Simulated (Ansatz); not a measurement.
## Pt, response to strain

Start from Pt in the fcc (Cu type) structure (space group Fm-3m, No. 225; a = 3.9721 Å; relaxed with 0.1 eV smearing).

Strains are applied to the cell and any free atomic positions relax.

Method: PBE/PAW in Ansatz (a program for electronic structure), no spin-orbit coupling.

Notes on the quantities. energy relative to the base: free energy F.

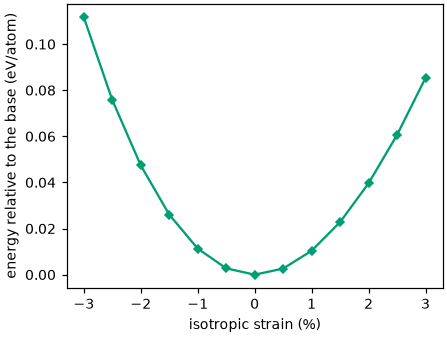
Figure. Energy relative to the base against isotropic strain

Problem. From the plot, what is the energy relative to the base for isotropic strain −2.00 %?

Solution. About 0.047 eV/atom.

Problem. Is the trend monotonic over the range shown?

Solution. No, it turns within the range, spanning 0 meV/atom to +112 meV/atom.

No phonon test of stability was made. The final runs are not spin-polarised. Pt lies near a magnetic instability that expansion can trigger; it was not tested.
